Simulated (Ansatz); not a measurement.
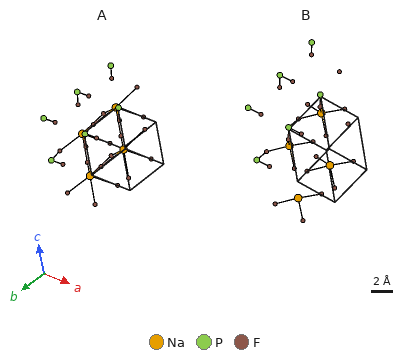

Two geometries of a crystal of NaPF₆ (built on the LaAlH6-166 type type), drawn at one scale. One is the start of a relaxation, the other its converged end. The picture is a ball-and-stick view of the cell of the calculation, repeated 1 × 2 × 2 with one cell outlined, seen from a free direction.

Theory: DFT, PBEsol, plane waves, PAW in Ansatz 0.2.0. (plane-wave cutoff 420 eV; k-point mesh 4 × 4 × 4; occupations fermi dirac; smearing width 0.05 eV; no spin polarisation; cell and atoms relaxed; force threshold 0.01 eV/Å; at most 120 steps)

**Which one is relaxed?**

Structure B is the relaxed one. Case: shaken. After 48 accepted moves (66 points after the start) the energy has fallen by 157 meV per atom. Largest force component: 6.7 eV/Å at the start, 0.0012 eV/Å at the end. The pressure goes from 7.52 to 0.01 GPa. The line search rejected the trial steps at points 17, 61, 64 of the run. At 15 points the geometry stayed and the basis and grid were re-selected for the new cell (energy shift of 4.1 meV per atom at most each time). The atom that moves furthest relative to the cell is the Na atom (1.53 Å along [1 1 −1]). Largest moves by element: Na 1.53 Å, F 0.76 Å, P 0.34 Å. The volume changes by +16.7 %, with a 4.766 → 4.881 Å (+2.4 %), b 4.678 → 4.952 Å (+5.9 %), c 4.718 → 5.584 Å (+18.4 %), α 101.9° → 112.8°, β 101.7° → 111.1°, γ 100.9° → 91.1°. Among the contacts that change: F–Na 2.946 → 4.520 Å, F–Na 2.538 → 3.849 Å, F–Na 2.512 → 3.652 Å, F–Na 2.785 → 3.466 Å. Bonds break, among them: F–Na (2.51 → 3.65 Å), F–Na (2.54 → 3.85 Å). Bond angles that change, for instance: Na–F–P 94.0° → 146.4°, F–P–F 163.3° → 179.4°, Na–F–P 96.2° → 108.0°. The space group stays P1 (No. 1).
